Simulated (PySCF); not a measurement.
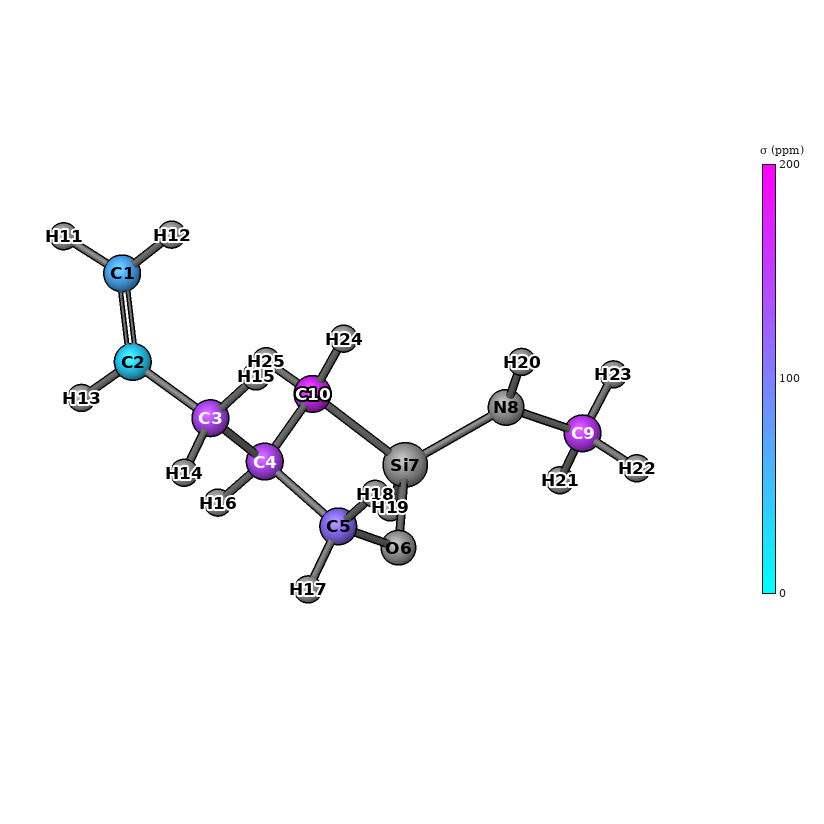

Atoms are coloured by their isotropic NMR shieldings (C only, the others grey). The computed structure is the end point of a PBE0-D3(BJ)/def2-SVP optimisation. No frequency run is at hand to confirm it as a minimum. Method: GIAO PBE0/pcSseg-1 NMR shielding, non-relativistic, IEF-PCM acetonitrile (PySCF 2.14.0).

Which C atom is the most shielded (lowest chemical shift)?

Answer. C10 (168.4 ppm).

Which C atom is the least shielded (highest chemical shift)?

Answer. C2 (34.5 ppm).

How wide is the range of C shifts?

Answer. 133.9 ppm.

Give the isotropic NMR shieldings of the C atoms atom by atom.

```csv
atom,σ (ppm)
C1,61.7
C2,34.5
C3,142.9
C4,143.1
C5,110.9
C9,153.1
C10,168.4
```
